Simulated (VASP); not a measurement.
# AlCo: the relaxed cell at several levels, part 3 of 5

Wanted: equilibrium cells of AlCo at many levels, with their cost. The start is a computed cell from the Materials Project.

VASP 6.6.1, plane waves and PAW; the level of theory is named at each step.

Still holding for the runs below: The k-mesh is coarse for a metal.

So far. Step 5 (Magnetic order: antiferromagnetic, q = (1/2, 1/2, 0)): The energy lies -2.3 meV an atom from the first pattern, a difference of sampling, since both runs hold the same state. The moments fall under 0.1 μB, and the mesh shows no gap. Step 6 (The orders side by side): All patterns lost their moments. Runs that ended non-magnetic differ by up to 2.3 meV an atom among themselves, which is the error from the unlike meshes of the cells. The session goes on with moments started at or near zero.

## Step 7: Relaxation with LDA

This step: LDA, zero-moment start; plane waves and PAW (Al, Co) (VASP 6.6.1).

System of this step: AlCo. It takes space group Pm-3m (No. 221, cubic). Conventional cell: a = 2.819 Å, b = 2.819 Å, c = 2.819 Å, α = 90.00°, β = 90.00°, γ = 90.00°. Al has 8 Co at 2.44 Å nearest. Nearest to Co lie 8 Al at 2.44 Å. Farther neighbours are not listed.

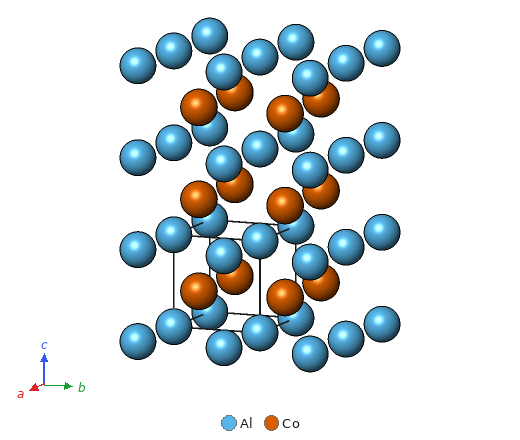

The cell of this step (aluminium blue, cobalt orange). 2×2×3 cells are drawn. Some periodic images of atoms are drawn too.

The start need not lie at this functional's minimum. ISIF = 3 frees volume, shape and positions, and EDIFFG sets the threshold on forces and stress at which the search stops.

Input file INCAR:

```
SYSTEM = AlCo
PREC = Accurate
ENCUT = 520
EDIFF = 1E-06
NELM = 100
ISMEAR = -1
SIGMA = 0.05
LREAL = .FALSE.
ALGO = Normal
GGA = CA
NBANDS = 13
ISPIN = 2
MAGMOM = -0 0
LMAXMIX = 4
LORBIT = 11
LWAVE = .FALSE.
LCHARG = .FALSE.
KPAR = 4
IBRION = 2
NSW = 60
ISIF = 3
EDIFFG = -0.01
```

Input file POSCAR:

```
AlCo
1.0
    2.8194032100      0.0000000000      0.0000000000
    0.0000000000      2.8194032100      0.0000000000
    0.0000000000      0.0000000000      2.8194032100
Al Co
1 1
Direct
    0.0000000000      0.0000000000      0.0000000000
    0.5000000000      0.5000000000      0.5000000000
```

Input file KPOINTS:

```
Automatic mesh
0
Gamma
8 8 8
0 0 0
```

The projector-augmented-wave data sets are Al and Co (PBE family, release 64).

The run is started by

```console
> mpirun -np 4 vasp_std
```

Log:

```text
[banner, memory and clock lines left out]
running    4 mpi-ranks, on    1 nodes
 distrk:  each k-point on    1 cores,    4 groups
 distr:  one band on    1 cores,    1 groups

 POSCAR found type information on POSCAR AlCo
 POSCAR found :  2 types and       2 ions
 [... a notice as in an earlier step ...]

 LDA part: xc-table for (Slater(with rela. corr.)+CA(PZ))
 , standard interpolation
 POSCAR, INCAR and KPOINTS ok, starting setup
 FFT: planning ... GRIDC
 FFT: planning ... GRID_SOFT
 FFT: planning ... GRID
 WAVECAR not read
 entering main loop
       N       E                     dE             d eps       ncg     rms          rms(c)
DAV:   1     0.351460553478E+02    0.35146E+02   -0.52209E+03  1820   0.968E+02
DAV:   2    -0.139359362722E+02   -0.49082E+02   -0.44721E+02  1895   0.173E+02
DAV:   3    -0.155444775892E+02   -0.16085E+01   -0.15969E+01  2236   0.366E+01
DAV:   4    -0.155690100441E+02   -0.24532E-01   -0.24525E-01  2121   0.404E+00
DAV:   5    -0.155698632057E+02   -0.85316E-03   -0.85315E-03  2255   0.821E-01    0.134E+01
DAV:   6    -0.183950310140E+02   -0.28252E+01   -0.62990E+01  2120   0.102E+02    0.176E+01
DAV:   7    -0.137308997447E+02    0.46641E+01   -0.29217E+01  2100   0.651E+01    0.183E+00
DAV:   8    -0.137150050963E+02    0.15895E-01   -0.18050E-01  2027   0.301E+00    0.115E+00
DAV:   9    -0.136985637974E+02    0.16441E-01   -0.34296E-02  2301   0.202E+00    0.314E-01
DAV:  10    -0.136980875859E+02    0.47621E-03   -0.11445E-03  2404   0.415E-01    0.127E-01
DAV:  11    -0.136980747302E+02    0.12856E-04   -0.28085E-05  2319   0.407E-02    0.437E-02
DAV:  12    -0.136980726362E+02    0.20940E-05   -0.31900E-06  2171   0.204E-02    0.755E-03
DAV:  13    -0.136980722612E+02    0.37498E-06   -0.13470E-06  1090   0.137E-02
   1 F= -.13698072E+02 E0= -.13693425E+02  d E =-.136981E+02  mag=    -0.0000
 curvature:   0.00 expect dE= 0.000E+00 dE for cont linesearch  0.000E+00
 trial: gam= 0.00000 g(F)=  0.000E+00 g(S)=  0.246E-01 ort = 0.000E+00 (trialstep = 0.100E+01)
 search vector abs. value=  0.246E-01
 bond charge predicted
       N       E                     dE             d eps       ncg     rms          rms(c)
DAV:   1    -0.140411765796E+02   -0.34310E+00   -0.40136E+00  2020   0.297E+01    0.529E+00
DAV:   2    -0.144722467249E+02   -0.43107E+00   -0.10314E+01  2080   0.423E+01    0.668E+00
DAV:   3    -0.137080063814E+02    0.76424E+00   -0.48043E+00  2080   0.277E+01    0.833E-01
DAV:   4    -0.137003574633E+02    0.76489E-02   -0.23714E-02  2007   0.124E+00    0.403E-01
DAV:   5    -0.136979969351E+02    0.23605E-02   -0.55578E-03  2660   0.731E-01    0.701E-02
DAV:   6    -0.136979963033E+02    0.63186E-06   -0.14654E-04  2218   0.148E-01    0.209E-02
DAV:   7    -0.136979958146E+02    0.48872E-06   -0.35550E-06  2156   0.214E-02
   2 F= -.13697996E+02 E0= -.13693908E+02  d E =0.764467E-04  mag=    -0.0000
 trial-energy change:    0.000076  1 .order    0.001269   -0.024589    0.027127
 step:   0.5100(harm=  0.4755)  dis= 0.00000  next Energy=   -13.704501 (dE=-0.643E-02)
 bond charge predicted
       N       E                     dE             d eps       ncg     rms          rms(c)
DAV:   1    -0.137899276368E+02   -0.91931E-01   -0.98022E-01  2010   0.150E+01    0.264E+00
DAV:   2    -0.139284835827E+02   -0.13856E+00   -0.29809E+00  2120   0.217E+01    0.375E+00
DAV:   3    -0.137066313122E+02    0.22185E+00   -0.11929E+00  2070   0.145E+01    0.396E-01
DAV:   4    -0.137048155489E+02    0.18158E-02   -0.41799E-03  1930   0.508E-01    0.190E-01
DAV:   5    -0.137043842470E+02    0.43130E-03   -0.12713E-03  2564   0.367E-01    0.207E-02
DAV:   6    -0.137043873520E+02   -0.31050E-05   -0.23806E-05  2002   0.434E-02    0.859E-03
DAV:   7    -0.137043868727E+02    0.47928E-06   -0.12886E-06  1234   0.126E-02
   3 F= -.13704387E+02 E0= -.13700031E+02  d E =-.631461E-02  mag=    -0.0000
 curvature:  -0.24 expect dE=-0.673E-06 dE for cont linesearch -0.673E-06
 trial: gam= 0.00000 g(F)=  0.204E-63 g(S)=  0.284E-05 ort =-0.264E-03 (trialstep = 0.902E+00)
 search vector abs. value=  0.284E-05
 reached required accuracy - stopping structural energy minimisation
```

Elapsed: 6.2 s, on 4 MPI ranks of Intel Xeon Platinum 8488C (Sapphire Rapids), shared host; peak memory 0.56 GiB.

From OUTCAR (step 7):

```text
   k-points           NKPTS =     35   k-points in BZ     NKDIM =     35   number of bands    NBANDS=     13

   ENCUT  =  520.0 eV  38.22 Ry    6.18 a.u.   5.24  5.24  5.24*2*pi/ulx,y,z

   NELECT =      12.0000    total number of electrons

 E-fermi :  10.9909

 spin component 1
 k-point     1 :       0.0000    0.0000    0.0000
  band No.  band energies     occupation
    ...
      2       7.7608      1.00000
      3       7.7608      1.00000
      4      10.1333      1.00000
      5      10.1333      1.00000
      6      10.1333      1.00000
      7      17.2217      0.00000
      8      17.2217      0.00000
      9      17.2217      0.00000
     10      20.0731      0.00000
     11      20.0731      0.00000
    ...

 k-point     2 :       0.1250    0.0000    0.0000
  band No.  band energies     occupation
    ...
      2       7.7275      1.00000
      3       7.8461      1.00000
      4       9.9693      1.00000
      5       9.9693      1.00000
      6      10.1512      1.00000
      7      15.1056      0.00000
      8      17.6445      0.00000
      9      17.6445      0.00000
     10      20.0165      0.00000
     11      21.9709      0.00000
    ...

  Total        0.0062677      0.0062677      0.0062677     -0.0000000      0.0000000     -0.0000000
  in kB        0.4578519      0.4578519      0.4578519     -0.0000000      0.0000000     -0.0000000
  external PRESSURE =       0.4578519 kB  Pullay stress =       0.0000000 kB

 POSITION                                       TOTAL-FORCE (eV/Angst)
 -----------------------------------------------------------------------------------
      0.00000      0.00000      0.00000        -0.000000      0.000000      0.000000
      1.39959      1.39959      1.39959         0.000000     -0.000000      0.000000
 -----------------------------------------------------------------------------------
    total drift:                                0.000000     -0.000000     -0.000000

  FREE ENERGIE OF THE ION-ELECTRON SYSTEM (eV)
  ---------------------------------------------------
  free  energy   TOTEN  =       -13.7043868727 eV

  energy  without entropy=      -13.6956753201  energy(sigma->0) =      -13.70003110

 reached required accuracy - stopping structural energy minimisation

 magnetization (x)
# of ion       s       p       d       tot
------------------------------------------
    1        0.000   0.000   0.000   0.000
    2       -0.000  -0.000  -0.000  -0.000
--------------------------------------------------
tot         -0.000  -0.000  -0.000  -0.000

[... 4 parts as in an earlier step ...]

[... 13 further parts left out ...]
```

This run allows spin, but its moments start at zero, where symmetry between the spins tends to hold them, although Co can carry a moment. The run keeps the 48 symmetry operations of its start, so it cannot find a distortion of lower symmetry.

Step by step:

```csv
step,energy less that of the first step (eV),largest force (eV/Å),pressure (GPa),volume (Å³)
1,0.0000,0.0000,-4.17,22.41
2,0.0001,0.0000,4.80,21.48
3,-0.0063,0.0000,0.05,21.93
```

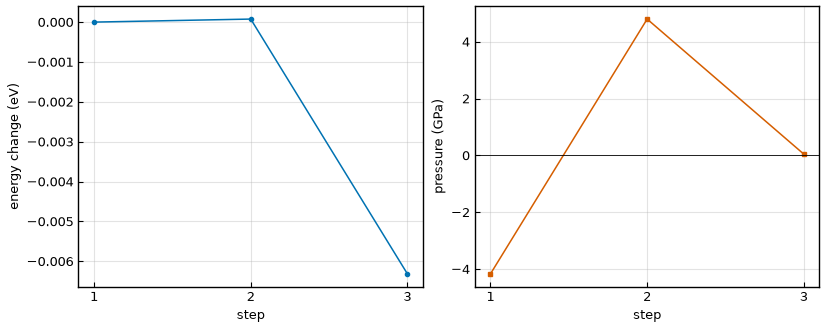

Energy and pressure along the relaxation.

| conventional cell, symmetrised | before | after | change |
| --- | --- | --- | --- |
| a (Å) | 2.819 | 2.799 | -0.7 % |
| b (Å) | 2.819 | 2.799 | -0.7 % |
| c (Å) | 2.819 | 2.799 | -0.7 % |
| volume (Å³/atom) | 11.21 | 10.97 | -2.1 % |

The relaxed structure:

```xyz
2
Lattice="2.7992 0.0000 0.0000 0.0000 2.7992 0.0000 0.0000 0.0000 2.7992" Properties=species:S:1:pos:R:3 pbc="T T T"
Al    0.0000    0.0000    0.0000
Co    1.3996    1.3996    1.3996
```

This step gave:

| Quantity | Value |
| --- | --- |
| electrons | 12 |
| bands | 13 |
| irreducible k-points | 35 |
| symmetry operations | 48 |
| free energy (TOTEN) | -13.70 eV |
| energy at zero smearing | -13.70 eV |
| Fermi energy | 10.99 eV |
| pressure | 0.04579 GPa |
| SCF cycles over all ionic steps | 27 |

It ends with forces that vanish by symmetry and a pressure of 0.05 GPa. The conventional cell has a = 2.799 Å.

## Step 8: Relaxation with PBEsol

This step: PBEsol, zero-moment start; plane waves and PAW (Al, Co) (VASP 6.6.1).

PBEsol restores the gradient expansion of exchange and is tuned for the cells of solids.

Changes to INCAR since step 7:

```diff
@@ -9,3 +9,3 @@
 ALGO = Normal
-GGA = CA
+GGA = PS
 NBANDS = 13
```

POSCAR is that of step 7.

KPOINTS is that of step 7.

The run is started by

```console
> mpirun -np 4 vasp_std
```

Log:

```text
[banner, memory and clock lines left out]
running    4 mpi-ranks, on    1 nodes
 distrk:  each k-point on    1 cores,    4 groups
 distr:  one band on    1 cores,    1 groups

 POSCAR found type information on POSCAR AlCo
 POSCAR found :  2 types and       2 ions
 [... a notice as in an earlier step ...]

 LDA part: xc-table for (Slater+PW92), standard interpolation
 POSCAR, INCAR and KPOINTS ok, starting setup
 FFT: planning ... GRIDC
 FFT: planning ... GRID_SOFT
 FFT: planning ... GRID
 WAVECAR not read
 entering main loop
       N       E                     dE             d eps       ncg     rms          rms(c)
DAV:   1     0.354571755325E+02    0.35457E+02   -0.52318E+03  1828   0.968E+02
DAV:   2    -0.133791177962E+02   -0.48836E+02   -0.44499E+02  1885   0.173E+02
DAV:   3    -0.149726887534E+02   -0.15936E+01   -0.15820E+01  2246   0.364E+01
DAV:   4    -0.149964489175E+02   -0.23760E-01   -0.23753E-01  2096   0.400E+00
DAV:   5    -0.149972581850E+02   -0.80927E-03   -0.80925E-03  2268   0.800E-01    0.136E+01
DAV:   6    -0.179143870623E+02   -0.29171E+01   -0.64897E+01  2090   0.104E+02    0.181E+01
DAV:   7    -0.131074635555E+02    0.48069E+01   -0.30128E+01  2095   0.659E+01    0.192E+00
DAV:   8    -0.130918150120E+02    0.15649E-01   -0.18031E-01  2056   0.304E+00    0.124E+00
DAV:   9    -0.130747866102E+02    0.17028E-01   -0.36600E-02  2284   0.211E+00    0.320E-01
DAV:  10    -0.130743544858E+02    0.43212E-03   -0.10988E-03  2501   0.409E-01    0.153E-01
DAV:  11    -0.130743364218E+02    0.18064E-04   -0.25618E-05  2334   0.408E-02    0.650E-02
DAV:  12    -0.130743308436E+02    0.55781E-05   -0.70523E-06  2224   0.295E-02    0.700E-03
DAV:  13    -0.130743305738E+02    0.26982E-06   -0.13023E-06  1145   0.134E-02
   1 F= -.13074331E+02 E0= -.13069987E+02  d E =-.130743E+02  mag=     0.0000
 curvature:   0.00 expect dE= 0.000E+00 dE for cont linesearch  0.000E+00
 trial: gam= 0.00000 g(F)=  0.000E+00 g(S)=  0.118E-02 ort = 0.000E+00 (trialstep = 0.100E+01)
 search vector abs. value=  0.118E-02
 bond charge predicted
       N       E                     dE             d eps       ncg     rms          rms(c)
DAV:   1    -0.130913871184E+02   -0.17056E-01   -0.19594E-01  2000   0.657E+00    0.118E+00
DAV:   2    -0.131213789149E+02   -0.29992E-01   -0.61968E-01  2100   0.978E+00    0.172E+00
DAV:   3    -0.130747210936E+02    0.46658E-01   -0.26278E-01  2070   0.658E+00    0.171E-01
DAV:   4    -0.130743282510E+02    0.39284E-03   -0.95670E-04  1920   0.235E-01    0.583E-02
DAV:   5    -0.130742907879E+02    0.37463E-04   -0.15841E-04  2737   0.130E-01    0.966E-03
DAV:   6    -0.130742920931E+02   -0.13052E-05   -0.33057E-06  1944   0.179E-02    0.298E-03
DAV:   7    -0.130742921332E+02   -0.40108E-07   -0.10950E-07   990   0.291E-03
   2 F= -.13074292E+02 E0= -.13069827E+02  d E =0.384406E-04  mag=    -0.0000
 trial-energy change:    0.000038  1 .order    0.000002   -0.001185    0.001189
 step:   0.4762(harm=  0.4992)  dis= 0.00000  next Energy=   -13.074609 (dE=-0.278E-03)
 bond charge predicted
       N       E                     dE             d eps       ncg     rms          rms(c)
DAV:   1    -0.130791987924E+02   -0.49067E-02   -0.53439E-02  2000   0.342E+00    0.608E-01
DAV:   2    -0.130866163343E+02   -0.74175E-02   -0.15832E-01  2090   0.500E+00    0.872E-01
DAV:   3    -0.130747388921E+02    0.11877E-01   -0.70685E-02  2080   0.336E+00    0.988E-02
DAV:   4    -0.130746029258E+02    0.13597E-03   -0.39935E-04  2097   0.184E-01    0.154E-02
DAV:   5    -0.130746005480E+02    0.23778E-05   -0.12874E-05  2683   0.276E-02    0.541E-03
DAV:   6    -0.130746004291E+02    0.11894E-06   -0.23892E-07  1051   0.571E-03
   3 F= -.13074600E+02 E0= -.13070199E+02  d E =-.269855E-03  mag=     0.0000
 curvature:  -0.25 expect dE=-0.116E-07 dE for cont linesearch -0.116E-07
 trial: gam=-0.00624 g(F)=  0.182E-63 g(S)=  0.467E-07 ort = 0.744E-05 (trialstep = 0.895E+00)
 search vector abs. value=  0.102E-09
 reached required accuracy - stopping structural energy minimisation
```

Elapsed: 7.2 s, on 4 MPI ranks; peak memory 0.6 GiB; 26 s of CPU time.

From OUTCAR (step 8):

```text
   NELECT =      12.0000    total number of electrons

 E-fermi :  10.8044

 spin component 1
 k-point     1 :       0.0000    0.0000    0.0000
  band No.  band energies     occupation
    ...
      2       7.7055      1.00000
      3       7.7055      1.00000
      4       9.9840      1.00000
      5       9.9840      1.00000
      6       9.9840      1.00000
      7      16.9291      0.00000
      8      16.9291      0.00000
      9      16.9291      0.00000
     10      19.6893      0.00000
     11      19.6893      0.00000
    ...

 k-point     2 :       0.1250    0.0000    0.0000
  band No.  band energies     occupation
    ...
      2       7.6666      1.00000
      3       7.7886      1.00000
      4       9.8263      1.00000
      5       9.8263      1.00000
      6      10.0011      1.00000
      7      14.8217      0.00000
      8      17.3433      0.00000
      9      17.3433      0.00000
     10      19.6423      0.00000
     11      21.5739      0.00000
    ...

  Total        0.0008036      0.0008036      0.0008036      0.0000000      0.0000000      0.0000000
  in kB        0.0571933      0.0571933      0.0571933      0.0000000      0.0000000      0.0000000
  external PRESSURE =       0.0571933 kB  Pullay stress =       0.0000000 kB

 POSITION                                       TOTAL-FORCE (eV/Angst)
 -----------------------------------------------------------------------------------
      0.00000      0.00000      0.00000         0.000000     -0.000000      0.000000
      1.41177      1.41177      1.41177        -0.000000      0.000000      0.000000
 -----------------------------------------------------------------------------------
    total drift:                                0.000000     -0.000000     -0.000000

  FREE ENERGIE OF THE ION-ELECTRON SYSTEM (eV)
  ---------------------------------------------------
  free  energy   TOTEN  =       -13.0746004291 eV

  energy  without entropy=      -13.0657971500  energy(sigma->0) =      -13.07019879

 magnetization (x)
# of ion       s       p       d       tot
------------------------------------------
    1       -0.000  -0.000   0.000  -0.000
    2        0.000   0.000   0.000   0.000
--------------------------------------------------
tot         -0.000   0.000   0.000   0.000

[... 8 parts as in an earlier step ...]

[... 11 further parts left out ...]
```

LASPH is off, so gradient terms of the non-spherical density inside the spheres are left out; for open d or f shells this can shift gaps and moments. The PAW data sets were made with PBE, which is usual practice but a small mismatch for other functionals.

Relaxation path:

```csv
step,energy less that of the first step (eV),largest force (eV/Å),pressure (GPa),volume (Å³)
1,0.0000,0.0000,0.91,22.41
2,0.0000,0.0000,-0.91,22.62
3,-0.0003,0.0000,0.01,22.51
```

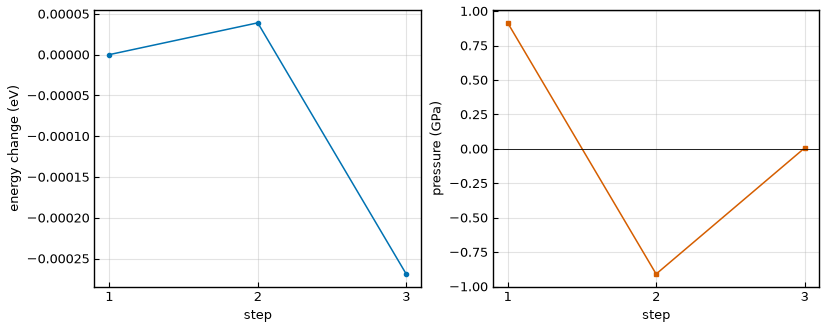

Energy and pressure along the relaxation.

| conventional cell, symmetrised | before | after | change |
| --- | --- | --- | --- |
| a (Å) | 2.819 | 2.824 | +0.1 % |
| b (Å) | 2.819 | 2.824 | +0.1 % |
| c (Å) | 2.819 | 2.824 | +0.1 % |
| volume (Å³/atom) | 11.21 | 11.26 | +0.4 % |

The relaxed structure:

```xyz
2
Lattice="2.8235 0.0000 0.0000 0.0000 2.8235 0.0000 0.0000 0.0000 2.8235" Properties=species:S:1:pos:R:3 pbc="T T T"
Al    0.0000    0.0000    0.0000
Co    1.4118    1.4118    1.4118
```

This step gave:

```yaml
free_energy_toten: -13.07 eV
energy_at_zero_smearing: -13.07 eV
fermi_energy: 10.80 eV
pressure: 0.005719 GPa
scf_cycles_over_all_ionic_steps: 26
```

It ends at 11.26 Å³/atom, +0.4 % from the start, with 0.01 GPa left. The conventional cell has a = 2.824 Å.

(Part 3 of 5 ends here.)

[Lines on the potential files, build, host, timing and source positions are cut from VASP's logs without a mark.]

[Logs are printed without paths, hosts, clocks, repeated set-up lines and the standing remarks that a program may print on its own settings, such as how far it seeks lower states.]

[Hosts, paths, dates, database ids (printed as entryN), source tags and the programs' standing remarks are cut or masked in the printed files.]

[Measured values are set beside computed ones only where the two were judged alike; some that the calculation misses by far are left out.]
